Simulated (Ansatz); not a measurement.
## What a change does: single-point calculation on TaNHCl3

System: TaNHCl3, SMILES [NH]=[Ta]([Cl])([Cl])[Cl].
Method of run A: RKS SPW92/def2-TZVPP (Ansatz 0.2.0).

The geometry comes from this level: PBE0-D4/def2-TZVP. Text and figures count atoms from 1; the logs count them from 0 in places.

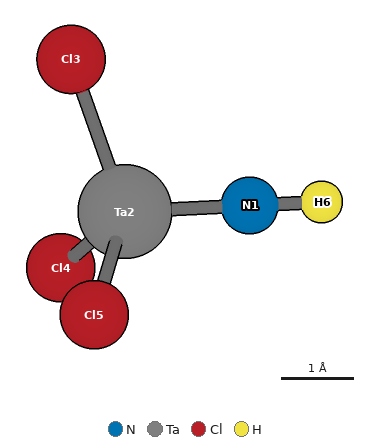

The structure (ball-and-stick view, seen at a tilt; atoms are numbered from 1 in the order of the input). Sticks mark near contacts. Bond lengths as drawn: Cl–Ta 2.29 Å, H–N 1.01 Å and N–Ta 1.75 Å.

Input file, run A:
```yaml
crystal:
  periodic: [false, false, false]
  atoms:
    - {symbol: N, position_ang: [-0.515380, 0.562098, 1.089146]}
    - {symbol: Ta, position_ang: [0.163564, -0.182362, -0.336276]}
    - {symbol: Cl, position_ang: [1.816857, -1.612139, 0.347279]}
    - {symbol: Cl, position_ang: [-1.521487, -1.311152, -1.399928]}
    - {symbol: Cl, position_ang: [1.005594, 1.487694, -1.657912]}
    - {symbol: H, position_ang: [-0.907148, 0.991761, 1.911491]}
basis:
  gaussian: {orbitals: def2-TZVPP}
hamiltonian: {xc: lda}
output: {orbitals: {seedname: orbitals}}
```

Hardware: 4 CPU threads, shared host.

Output (run A):
```
Functional definition: SPW92
  exchange = slater_x
  correlation = pw_c
1433 factors; their error is unknown
mean field evaluation 1: about -40482.9704 eV, gradient 9.0e1 eV
mean field evaluation 2: about -40336.8031 eV, gradient 2.1e2 eV
mean field evaluation 4: about -40493.9625 eV, gradient 4.4e1 eV
mean field evaluation 8: about -40498.6376 eV, gradient 3.3e-1 eV
mean field evaluation 16: about -40498.6106 eV, gradient 1.4e-4 eV
mean field -40498.61063278 eV, -1488.2964898103 hartree, gradient 3.0e-5 eV, S^2 0.000000; 0 other end points of the search recorded, 0 dependent functions left out
reference -40498.61067184 eV, -1488.2964912460 hartree; 36, 36 occupied and 191, 191 virtual orbitals, 1433 factors
Total energy: -40498.61067184 eV, -1488.2964912460 hartree
```

The input of run B differs as follows (lines with − go, lines with + come):
```diff
-hamiltonian: {xc: lda}
+correlation: {method: ccsd_t}
```

What does this change do to the results?

The total energies belong to different methods, so their difference says nothing on which is more stable or more accurate. The HOMO goes from −7.42 to −11.64 eV. The LUMO goes from −3.32 to 1.31 eV.

Output (run B):
```
Functional definition: HF
  exchange = exact_x
  correlation = 0
1391 factors; integrals over basis functions are off by at most 7.5e-4 eV
mean field evaluation 1: about -40543.5286 eV, gradient 5.9e1 eV
mean field evaluation 2: about -40543.7400 eV, gradient 5.9e1 eV
mean field evaluation 4: about -40551.1855 eV, gradient 4.5e0 eV
mean field evaluation 8: about -40551.2734 eV, gradient 3.4e-1 eV
mean field evaluation 16: about -40551.2740 eV, gradient 1.7e-6 eV
mean field -40551.27402867 eV, -1490.2318339129 hartree, gradient 1.7e-6 eV, S^2 0.000000; 0 other end points of the search recorded, 0 dependent functions left out
16 core orbitals not correlated: weight in the atoms' cores, before any rotation towards them, 1.000 or more for the frozen orbitals, at most 0.000 for the correlated occupied ones
reference -40551.27402867 eV, -1490.2318339129 hartree; 20, 20 occupied and 191, 191 virtual orbitals, 1391 factors
second order -32.35836553 eV of doubles, -0.00000000 eV of singles
cycle   1  -31.35955214 eV  change     1.0e0 eV  update   2.1e-1
cycle   2  -32.36264626 eV  change    -1.0e0 eV  update   1.2e-1
cycle   3  -32.65459118 eV  change   -2.9e-1 eV  update   3.2e-2
cycle   4  -32.65321620 eV  change    1.4e-3 eV  update   1.2e-2
cycle   5  -32.63873248 eV  change    1.4e-2 eV  update   4.2e-3
cycle   6  -32.63987389 eV  change   -1.1e-3 eV  update   1.7e-3
cycle   7  -32.63986196 eV  change    1.2e-5 eV  update   8.2e-4
cycle   8  -32.63974718 eV  change    1.1e-4 eV  update   3.4e-4
cycle   9  -32.63988384 eV  change   -1.4e-4 eV  update   1.5e-4
cycle  10  -32.63989824 eV  change   -1.4e-5 eV  update   6.4e-5
cycle  11  -32.63980677 eV  change    9.1e-5 eV  update   2.9e-5
cycle  12  -32.63983210 eV  change   -2.5e-5 eV  update   1.0e-5
perturbative correction -1.75260960 eV, -0.0644072149 hartree
Total energy: -40585.66647037 eV, -1491.4957328335 hartree
```

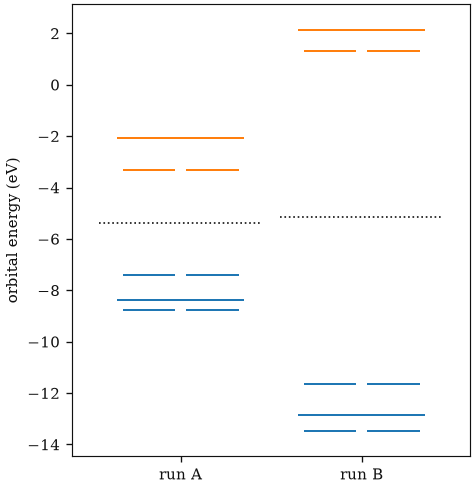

The five highest filled and three lowest empty orbital energies of the two runs; the dotted lines part filled from empty levels. The HOMO–LUMO gap is 4.10 eV in run A and 12.95 eV in run B.

The two runs side by side:

```tsv
quantity	run A	run B
outcome	converged	converged
total energy (hartree)	−1488.296491	−1491.495733
HOMO (eV)	−7.42	−11.64
LUMO (eV)	−3.32	1.31
basis functions	227	227
wall time (shared host)	0.9 s	4.9 min
```
